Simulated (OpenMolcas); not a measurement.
**Excited-state calculation, with input and output: NF3 (part 1 of 2)**

- system: NF3, multiplicity 3
- method: CASPT2/ANO-R1, sfX2C (OpenMolcas 26.06)

The geometry is that of the parent species in another charge or spin state. The geometry comes from this level: GFN2-xTB.

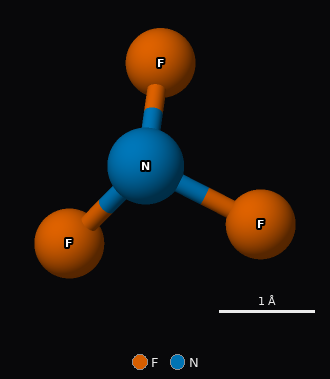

**Figure 1.** The structure as given in the input (ball-and-stick view, seen at a tilt).

### Input file
```
&GATEWAY
 COORD
 4
 angstrom
 F        0.623050      -0.000560       1.070480
 N        0.341300      -0.071640      -0.257040
 F       -0.635810      -1.014280      -0.318110
 F       -0.328540       1.086490      -0.495330
 BASIS = ANO-R1
 GROUP = NoSym

&SEWARD

&RASSCF
 FILEORB = $CurrDir/step2.RasOrb
 SPIN = 3
 NACTEL = 10 0 0
 INACTIVE = 12
 RAS2 = 10
 ORBLISTING = Nothing

&CASPT2
 IMAGINARY = 0.2

&RASSI
 NROFJOBIPHS = 1 all
 IPHNAMES
 JOBMIX
 EJOB
```

Run as:
```bash
export MOLCAS_MEM=1860
pymolcas step4.input > step4.log
```

### Log
```
--- Start Module: gateway ---

                                              &GATEWAY

                       available to each process: 1.9 GB of memory, 1 thread

++    Symmetry information:
      ---------------------

                    Character Table for C1

                             E
                    a        1  x, y, xy, Rz, z, xz, Ry, yz, Rx, I
--

++    Basis set information:
      ----------------------

      Basis set label: F.ANO-R...3S2P1D.

      Electronic valence basis set:
      ------------------
      Associated Effective Charge   9.000000 au
      Associated Actual Charge      9.000000 au
      Nuclear Model: Finite nucleus - Gaussian distribution
        Gaussian exponent, Xi/bohr**(-2):  5.35469E+08

      Shell  nPrim  nBasis  Cartesian Spherical Contaminant
         s      13       3        X
         p       8       2        X
         d       4       1                 X

      Basis set label: N.ANO-R...3S2P1D.

      Electronic valence basis set:
      ------------------
      Associated Effective Charge   7.000000 au
      Associated Actual Charge      7.000000 au
      Nuclear Model: Finite nucleus - Gaussian distribution
        Gaussian exponent, Xi/bohr**(-2):  6.28656E+08

      Shell  nPrim  nBasis  Cartesian Spherical Contaminant
         s      13       3        X
         p       8       2        X
         d       4       1                 X

      Basis set label: F.ANO-R...3S2P1D.

      Electronic valence basis set:
      ------------------
      Associated Effective Charge   9.000000 au
      Associated Actual Charge      9.000000 au
      Nuclear Model: Finite nucleus - Gaussian distribution
        Gaussian exponent, Xi/bohr**(-2):  5.35469E+08

      Shell  nPrim  nBasis  Cartesian Spherical Contaminant
         s      13       3        X
         p       8       2        X
         d       4       1                 X
--

++    Molecular structure info:
      -------------------------

                    ************************************************
                    **** Cartesian Coordinates / bohr, angstrom ****
                    ************************************************

     Center  Label                x              y              z                     x              y              z
        1      F1               1.177394      -0.001058       2.022914              0.623050      -0.000560       1.070480
        2      N2               0.644964      -0.135380      -0.485735              0.341300      -0.071640      -0.257040
        3      F3              -1.201507      -1.916711      -0.601141             -0.635810      -1.014280      -0.318110
        4      F4              -0.620851       2.053169      -0.936038             -0.328540       1.086490      -0.495330

                    ***************************************
                    *    InterNuclear Distances / bohr    *
                    ***************************************

               1 F1            2 N2            3 F3            4 F4
    1 F1       0.000000
    2 N2       2.568043        0.000000
    3 F3       4.026731        2.568251        0.000000
    4 F4       4.026031        2.568035        4.026073        0.000000

                    *******************************************
                    *    InterNuclear Distances / angstrom    *
                    *******************************************

               1 F1            2 N2            3 F3            4 F4
    1 F1       0.000000
    2 N2       1.358950        0.000000
    3 F3       2.130854        1.359060        0.000000
    4 F4       2.130484        1.358945        2.130506        0.000000

                    **************************************
                    *    Valence Bond Angles / degree    *
                    **************************************
                          Atom centers                 Phi
                      1 F1       2 N2       3 F3       103.25
                      1 F1       2 N2       4 F4       103.23
                      3 F3       2 N2       4 F4       103.23
--

            Nuclear Potential Energy            133.94849326 au

--- Stop Module: gateway /rc=_RC_ALL_IS_WELL_ ---

--- Start Module: seward ---

                                              &SEWARD

                       available to each process: 1.9 GB of memory, 1 thread

               SEWARD will generate:
                  Multipole Moment integrals up to order  2
                  Kinetic Energy integrals
                  Nuclear Attraction integrals (finite nuclei - Gaussian type)
                  One-Electron Hamiltonian integrals
                  Velocity integrals
                  Relativistic X2C integrals
                  Orbital angular momentum around ( -0.0454   0.0095   0.0342 )
                  Velocity quadrupole around ( -0.0454   0.0095   0.0342 )
                  Atomic mean-field integrals
                  Two-Electron Repulsion integrals

                   Integrals are discarded if absolute value <: 1.00E-14
                   Integral cutoff threshold is set to       <: 1.00E-16

            Nuclear Potential Energy            133.94849326 au

      Basis set specifications :
      Symmetry species         a
      Basis functions           56

--- Stop Module: seward /rc=_RC_ALL_IS_WELL_ ---
--- Module seward spent 2 seconds ---

--- Start Module: rasscf ---

                                              &RASSCF

                       available to each process: 1.9 GB of memory, 1 thread

      Header of the ONEINT file:
      --------------------------

      OrdInt status: non-squared

      Cartesian coordinates in angstrom:
      -----------------------------------------------------
      No.  Label        X            Y            Z
      -----------------------------------------------------
       1   F1         0.62305000  -0.00056000   1.07048000
       2   N2         0.34130000  -0.07164000  -0.25704000
       3   F3        -0.63581000  -1.01428000  -0.31811000
       4   F4        -0.32854000   1.08649000  -0.49533000
      -----------------------------------------------------
      Nuclear repulsion energy =  133.94849326

++    Wave function specifications:
      -----------------------------

      Number of closed shell electrons          24
      Number of electrons in active shells      10
      Max number of holes in RAS1 space          0
      Max nr of electrons in RAS3 space          0
      Number of inactive orbitals               12
      Number of active orbitals                 10
      Number of secondary orbitals              34
      Spin quantum number                      1.0
      State symmetry                             1
--

++    Orbital specifications:
      -----------------------

      Symmetry species                           1
                                                 a
      Frozen orbitals                            0
      Inactive orbitals                         12
      Active orbitals                           10
      RAS1 orbitals                              0
      RAS2 orbitals                             10
      RAS3 orbitals                              0
      Secondary orbitals                        34
      Deleted orbitals                           0
      Number of basis functions                 56
--

++    CI expansion specifications:
      ----------------------------

      Number of CSFs                         29700
      Number of determinants                 44100
      Number of root(s) required                 1
      Root chosen for geometry opt.              1
      CI root used                               1

      highest root included in the CI            1
      max. size of the explicit Hamiltonian    200
--

++    Optimization specifications:
      ----------------------------

      RASSCF algorithm: Conventional
      Maximum number of macro iterations       200
      Maximum number of SX iterations          100
      Threshold for RASSCF energy            1.000E-08
      Threshold for max MO rotation          1.000E-01
      Threshold for max BLB element          1.000E-04
      Level shift parameter                  5.000E-01
      Make Quasi-Newton update
--

      The MO-coefficients are taken from the file:
      step2.RasOrb
      Title: RASSCF average (pseudo-natural) orbitals

      Total molecular charge    0.00

      ************************************************************************************************************************
      *                                            Wave function control section                                             *
      ************************************************************************************************************************

                                         RASSCF iterations: Energy and convergence statistics
                                         ----------------------------------------------------

          iter iter root      energy       change     param      element    value   shift minimum  type update hh:mm:ss
 Nr of preliminary CI iterations:   5
        1   1   74    1  -352.76312474    0.00E+00  -5.99E-02    8  17 1 -5.56E-02*  0.49   0.00    SX    NO    0:00:00
        2   5   20    1  -352.78317589   -2.01E-02*  4.55E-02    8  17 1 -4.32E-02*  0.46   0.00    SX    NO    0:00:00
        3   5   14    1  -352.79203936   -8.86E-03*  3.82E-02    8  17 1 -3.38E-02*  0.44   0.00    SX    NO    0:00:00
        4   5   14    1  -352.79697953   -4.94E-03*  2.96E-02    8  17 1 -2.59E-02*  0.43   0.00    SX    NO    0:00:00
        5   5   14    1  -352.79976200   -2.78E-03*  3.74E-02    8  17 1 -1.93E-02*  0.43   2.50    LS   YES    0:00:00
        6   5   14    1  -352.80207103   -2.31E-03*  2.82E-02    8  17 1 -9.94E-03*  0.42   1.85    LS   YES    0:00:00
        7   5   15    1  -352.80279171   -7.21E-04* -1.40E-02   16  37 1  4.58E-03*  0.42   1.23    QN   YES    0:00:00
        8   4   15    1  -352.80298258   -1.91E-04* -1.23E-02    8  21 1  2.39E-03*  0.42   1.59    QN   YES    0:00:00
        9   4   14    1  -352.80306392   -8.13E-05*  6.32E-03    8  21 1  8.96E-04*  0.42   1.29    QN   YES    0:00:00
       10   5   14    1  -352.80308805   -2.41E-05* -7.79E-03   16  37 1 -8.72E-04*  0.42   1.83    QN   YES    0:00:00
       11   6   13    1  -352.80310939   -2.13E-05* -7.41E-03    8  21 1 -8.95E-04*  0.42   1.51    QN   YES    0:00:00
       12   6   13    1  -352.80312486   -1.55E-05* -1.36E-02    8  21 1 -1.02E-03*  0.42   2.05    QN   YES    0:00:00
       13   7   14    1  -352.80314886   -2.40E-05* -2.51E-02   19  41 1  9.76E-04*  0.42   1.76    QN   YES    0:00:00
       14   7   15    1  -352.80319380   -4.49E-05* -6.12E-02    9  21 1  1.49E-03*  0.42   1.76    QN   YES    0:00:00
       15   8   16    1  -352.80329404   -1.00E-04* -6.77E-02   19  40 1 -3.31E-03*  0.41   1.18    QN   YES    0:00:00
       16   8   17    1  -352.80339661   -1.03E-04* -5.93E-02   19  40 1 -6.73E-03*  0.40   1.03    QN   YES    0:00:00
       17   7   18    1  -352.80365676   -2.60E-04* -1.47E-01*  19  40 1 -8.87E-03*  0.39   1.48    QN   YES    0:00:00
       18   8   18    1  -352.80420424   -5.47E-04* -4.46E-02   19  40 1 -1.58E-02*  0.38   0.80    QN   YES    0:00:00
       19   5   18    1  -352.80499552   -7.91E-04* -3.58E-02    9  34 1  9.73E-03*  0.38   1.53    QN   YES    0:00:00
       20   6   20    1  -352.80593640   -9.41E-04* -5.46E-02   19  39 1 -5.44E-03*  0.38   1.74    QN   YES    0:00:00
       21   6   20    1  -352.80679434   -8.58E-04* -3.93E-02    8  17 1  4.28E-03*  0.38   1.43    QN   YES    0:00:00
       22   6   20    1  -352.80746543   -6.71E-04* -6.21E-02    8  21 1 -5.78E-03*  0.37   1.40    QN   YES    0:00:00
       23   6   21    1  -352.80792689   -4.61E-04* -3.77E-02    8  21 1 -4.98E-03*  0.37   1.04    QN   YES    0:00:00
       24   6   21    1  -352.80844107   -5.14E-04*  5.53E-02   19  40 1  3.60E-03*  0.36   1.36    QN   YES    0:00:00
       25   6   21    1  -352.80891507   -4.74E-04*  8.44E-02   19  40 1  4.30E-03*  0.36   2.19    QN   YES    0:00:00
       26   5   21    1  -352.80956360   -6.49E-04*  8.58E-02    8  21 1  4.55E-03*  0.36   2.00    QN   YES    0:00:00
       27   5   21    1  -352.81008276   -5.19E-04* -8.73E-02    8  21 1  6.93E-03*  0.35   2.20    QN   YES    0:00:00
       28   5   21    1  -352.81058584   -5.03E-04*  9.13E-02    8  21 1  7.41E-03*  0.35   2.27    QN   YES    0:00:00
       29   6   21    1  -352.81109261   -5.07E-04*  1.06E-01*   8  21 1  6.32E-03*  0.35   2.23    QN   YES    0:00:00
       30   6   21    1  -352.81164753   -5.55E-04*  1.15E-01*   9  34 1  4.03E-03*  0.34   2.01    QN   YES    0:00:00
       31   6   21    1  -352.81221191   -5.64E-04*  1.07E-01*   9  34 1  4.46E-03*  0.33   1.82    QN   YES    0:00:00
       32   6   21    1  -352.81281676   -6.05E-04* -9.12E-02    8  21 1 -4.78E-03*  0.32   1.71    QN   YES    0:00:00
       33   6   21    1  -352.81343843   -6.22E-04* -9.31E-02    8  21 1 -8.59E-03*  0.31   1.96    QN   YES    0:00:00
       34   6   21    1  -352.81412787   -6.89E-04* -1.01E-01*   8  21 1 -1.04E-02*  0.30   1.96    QN   YES    0:00:00
       35   6   20    1  -352.81470993   -5.82E-04* -7.62E-02    8  21 1 -9.77E-03*  0.29   1.75    QN   YES    0:00:00
       36   7   20    1  -352.81529090   -5.81E-04* -7.71E-02    8  21 1 -5.52E-03*  0.29   1.18    QN   YES    0:00:00
       37   6   19    1  -352.81569998   -4.09E-04*  3.74E-02    9  34 1 -5.17E-03*  0.30   1.38    QN   YES    0:00:00
       38   6   19    1  -352.81610063   -4.01E-04* -4.97E-02    9  34 1 -4.49E-03*  0.32   1.22    QN   YES    0:00:00
       39   7   20    1  -352.81638488   -2.84E-04* -2.05E-02   19  41 1 -3.84E-03*  0.33   1.00    QN   YES    0:00:00
       40   6   18    1  -352.81662264   -2.38E-04* -8.65E-02   19  41 1 -3.48E-03*  0.34   1.89    QN   YES    0:00:00
       41   8   20    1  -352.81723050   -6.08E-04*  2.16E-02    9  34 1  8.22E-03*  0.34   0.90    QN   YES    0:00:00
       42   6   19    1  -352.81754892   -3.18E-04*  2.77E-02    8  40 1  9.37E-03*  0.34   2.50    LS   YES    0:00:00
       43   7   19    1  -352.81767185   -1.23E-04* -6.12E-02    8  40 1  1.10E-02*  0.34   0.90    QN   YES    0:00:00
       44   8   20    1  -352.81809592   -4.24E-04* -5.78E-02    8  40 1  7.85E-03*  0.33   1.05    QN   YES    0:00:00
       45   7   21    1  -352.81890236   -8.06E-04*  4.12E-02    9  34 1 -8.61E-03*  0.33   1.02    QN   YES    0:00:00
       46   7   23    1  -352.81949238   -5.90E-04* -3.31E-02    9  34 1 -5.03E-03*  0.31   0.99    QN   YES    0:00:00
       47   5   23    1  -352.81985558   -3.63E-04*  2.65E-02    9  34 1 -7.87E-03*  0.32   0.85    QN   YES    0:00:00
       48   7   22    1  -352.82033419   -4.79E-04* -3.57E-02    8  40 1 -3.53E-03*  0.32   1.04    QN   YES    0:00:00
       49   7   23    1  -352.82050310   -1.69E-04*  2.15E-02   19  38 1  3.03E-03*  0.31   0.81    QN   YES    0:00:00
       50   5   23    1  -352.82061821   -1.15E-04*  3.06E-02   19  40 1  2.72E-03*  0.31   1.12    QN   YES    0:00:00
       51   7   23    1  -352.82072010   -1.02E-04*  6.25E-03    9  34 1  4.84E-03*  0.30   0.78    QN   YES    0:00:00
       52   4   21    1  -352.82077105   -5.09E-05*  8.91E-03    8  40 1  9.70E-04*  0.31   2.50    LS   YES    0:00:00
       53   6   23    1  -352.82072578    4.53E-05*  5.02E-03    9  34 1 -2.98E-03*  0.31   0.17    LS   YES    0:00:00
       54   5   21    1  -352.82076833   -4.25E-05*  1.06E-02   10  28 1 -9.33E-04*  0.31   1.43    QN   YES    0:00:00
       55   7   20    1  -352.82080618   -3.79E-05*  1.70E-02   19  49 1 -7.15E-04*  0.30   1.33    QN   YES    0:00:00
       56   7   20    1  -352.82084238   -3.62E-05* -1.03E-02    9  34 1  9.72E-04*  0.30   1.12    QN   YES    0:00:00
       57   7   20    1  -352.82085826   -1.59E-05*  6.17E-03    5  21 1  2.89E-04*  0.30   1.32    QN   YES    0:00:00
       58   6   19    1  -352.82086639   -8.13E-06* -5.10E-03    9  34 1 -3.26E-04*  0.30   1.57    QN   YES    0:00:00
       59   6   18    1  -352.82087157   -5.18E-06*  3.63E-03    9  34 1 -4.64E-04*  0.30   1.32    QN   YES    0:00:00
       60   6   18    1  -352.82087397   -2.40E-06*  3.34E-03    9  34 1 -4.72E-04*  0.30   1.48    QN   YES    0:00:00
       61   6   17    1  -352.82087559   -1.62E-06* -1.45E-03    8  25 1  1.22E-04*  0.30   1.16    QN   YES    0:00:00
       62   6   17    1  -352.82087649   -8.95E-07* -1.87E-03    8  40 1  1.05E-04*  0.30   1.76    QN   YES    0:00:00
       63   6   16    1  -352.82087729   -8.03E-07*  1.00E-03    9  34 1  2.39E-04*  0.30   1.05    QN   YES    0:00:00
       64   5   16    1  -352.82087770   -4.14E-07*  1.49E-03    9  34 1  1.39E-04*  0.30   2.50    LS   YES    0:00:00
       65   5   16    1  -352.82087792   -2.13E-07*  1.30E-03   19  34 1 -1.14E-04*  0.30   0.93    QN   YES    0:00:00
       66   6   16    1  -352.82087824   -3.25E-07*  9.33E-04    8  25 1 -8.34E-05   0.30   1.35    QN   YES    0:00:00
       67   5   14    1  -352.82087841   -1.64E-07*  4.49E-04   19  28 1  4.59E-05   0.30   1.45    QN   YES    0:00:00
       68   4   13    1  -352.82087847   -5.90E-08*  2.88E-04   12  20 1  1.92E-05   0.30   1.38    QN   YES    0:00:00
       69   5   12    1  -352.82087849   -2.14E-08* -2.07E-04   12  20 1  1.39E-05   0.30   1.25    QN   YES    0:00:00
       70   4   10    1  -352.82087849   -6.86E-09  -7.79E-05    8  38 1 -1.76E-05   0.30   1.12    QN   YES    0:00:00
      Convergence after 70 iterations
```
